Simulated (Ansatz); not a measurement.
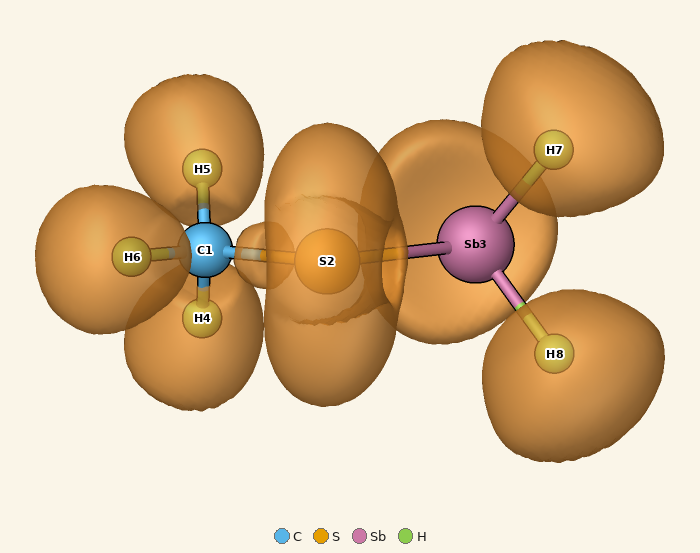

*CH$_{5}$SSb (SMILES C[S][SbH2]). Isosurface of the ELF at 0.8 (orange), seen at a tilt. Core shells and regions of very low density are left out.*

Geometry: PBE0-D4/def2-TZVP; core potentials replace the inner electrons of Sb.

The calculation used RKS PBE0-D4/def2-TZVPP in Ansatz 0.2.0.

The calculation's input:

```
crystal:
  periodic: [false, false, false]
  atoms:
    - {symbol: C, position_ang: [-0.801957, 1.143824, -0.516623]}
    - {symbol: S, position_ang: [-0.287651, 0.242370, 0.971385]}
    - {symbol: Sb, position_ang: [1.102739, -1.454273, -0.043564]}
    - {symbol: H, position_ang: [-1.369802, 0.509737, -1.196967]}
    - {symbol: H, position_ang: [0.049052, 1.580454, -1.038633]}
    - {symbol: H, position_ang: [-1.449507, 1.950925, -0.171450]}
    - {symbol: H, position_ang: [2.391679, -1.283283, 1.067970]}
    - {symbol: H, position_ang: [0.457748, -2.746855, 0.872284]}
basis:
  gaussian: {orbitals: def2-TZVPP}
hamiltonian: {xc: pbe0, dispersion: d4}
output: {orbitals: {seedname: orbitals}}
```

Launched as:

```sh
ansatz run in.yaml --threads 2 --pin off --events-out ev --progress --plain --max-ram 4352MiB
```

Q: Identify the bonds, lone pairs and shells in this picture.

A: The ELF exceeds this value in one region between bonded C–S atoms (shared pairs), five regions around hydrogen nuclei, one lobe on Sb, pointing away from the bonds (lone pairs) and one region wrapped around S (its valence shell). Along the contacts the grid gives the following. C–S (1.81 Å): the ELF peaks at about 0.90 between the atoms; a covalent bond. Sb–S (2.42 Å): the ELF peaks at about 0.85 in the valence shell of S, 0.9 Å from its nucleus, and drops to about 0.20 between the two atoms.
